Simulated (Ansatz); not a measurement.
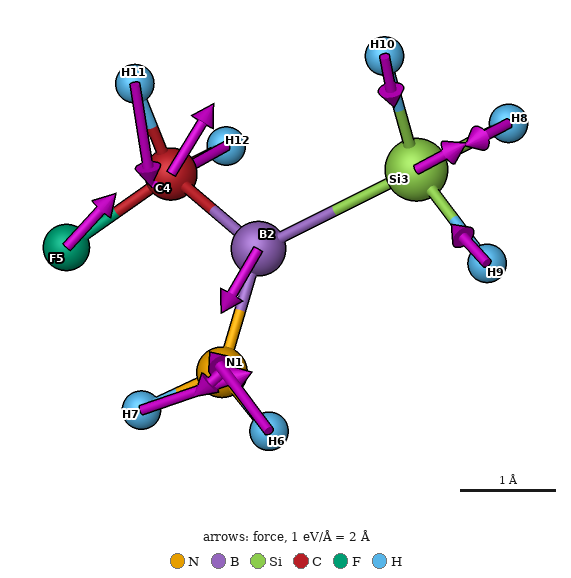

Starting geometry of CH₇BFNSi with the computed forces as purple arrows. The picture is a ball-and-stick view, seen at a tilt.

The start comes from PBE-D4/def2-SVP.

The calculation used RKS PBE0-D4/def2-TZVP (Ansatz 0.2.0).

Input
```yaml
crystal:
  periodic: [false, false, false]
  atoms:
    - {symbol: N, position_ang: [-0.461203, 1.578337, 0.064056]}
    - {symbol: B, position_ang: [-0.108991, 0.235497, -0.076814]}
    - {symbol: Si, position_ang: [0.911393, -0.733667, 1.386559]}
    - {symbol: C, position_ang: [-0.543067, -0.482830, -1.425909]}
    - {symbol: F, position_ang: [-1.216355, 0.396325, -2.290653]}
    - {symbol: H, position_ang: [-0.253113, 2.162452, 0.873679]}
    - {symbol: H, position_ang: [-0.969564, 2.051521, -0.690481]}
    - {symbol: H, position_ang: [0.191010, -1.976469, 1.856531]}
    - {symbol: H, position_ang: [1.120904, 0.148414, 2.597401]}
    - {symbol: H, position_ang: [2.276210, -1.181740, 0.916198]}
    - {symbol: H, position_ang: [0.340935, -0.901289, -1.963618]}
    - {symbol: H, position_ang: [-1.211158, -1.351851, -1.212948]}
basis:
  gaussian: {orbitals: def2-TZVP}
hamiltonian: {xc: pbe0, dispersion: d4}
relax: {f_tol: 0.005, max_steps: 150}
```

Command:
```bash
ansatz run in.yaml --threads 4 --pin off --events-out ev --progress --plain --max-ram 10444MiB
```

Q: What follows when this structure is relaxed?

A: It isn't relaxed: the largest force vector, on H7, is 0.70 eV/Å. The final displacements follow the starting forces only in part (cosine between the two patterns 0.32). H8 moves most after the best rigid fit: 0.083 Å. Largest moves by element: H 0.083 Å, F 0.033 Å, C 0.024 Å, N 0.019 Å, Si 0.010 Å, B 0.004 Å. Some distances before and after: Si3–H10 1.512 → 1.491 Å, C4–H11 1.116 → 1.097 Å, N1–H7 1.026 → 1.009 Å, N1–H6 1.020 → 1.005 Å. After 12 geometry steps the energy has fallen by 4.28 kJ/mol. Largest force component: 0.55 eV/Å at the start, 0.0017 eV/Å at the end. The run took 39 s on 4 threads of Arm Neoverse V2, with other jobs on the host.
